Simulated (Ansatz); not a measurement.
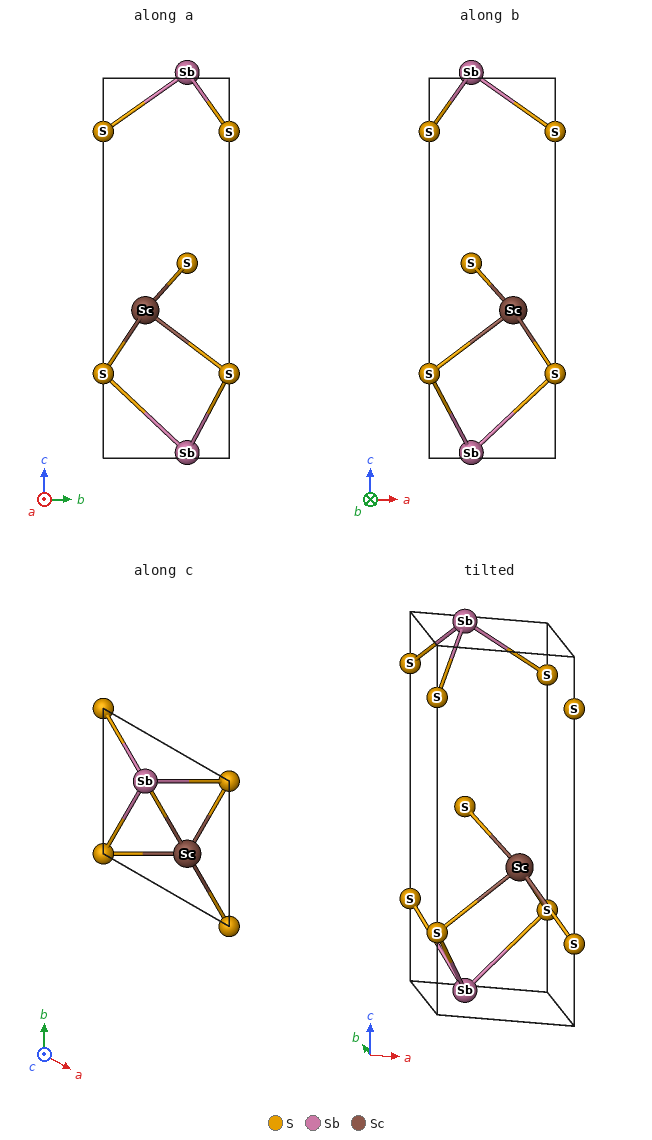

Ball-and-stick representation of a periodic structure, projected along the a axis, along the b axis, along the c axis and slightly off an axis. Atoms at the boundary of the unit cell (the box) are drawn once for each face, edge or corner they touch.

Lattice parameters: a = 3.776 Å, b = 3.776 Å, c = 9.881 Å, α = 90.02°, β = 90.00°, γ = 120.00°. Put a along x and b in the xy plane.

Give the structure in the form of a POSCAR file, with free fractional coordinates to two decimals.

```
S Sb Sc
1.0
     3.776    0.000    0.000
    -1.888    3.271    0.000
     0.000   -0.003    9.881
S Sb Sc
3 1 1
Direct
  0.00 0.00 0.22
  0.00 0.00 0.86
  0.33 0.67 0.51
  0.33 0.67 0.02
  0.67 0.33 0.39
```

Its origin is a structure type filled with these elements by a generator (whether the compound takes this form wasn't checked). Earlier steps of the study, as a rule a relaxation of our own, may have changed the cell and positions, so they can lie some per cent off the listed ones. It was set up as input for a calculation with Ansatz.
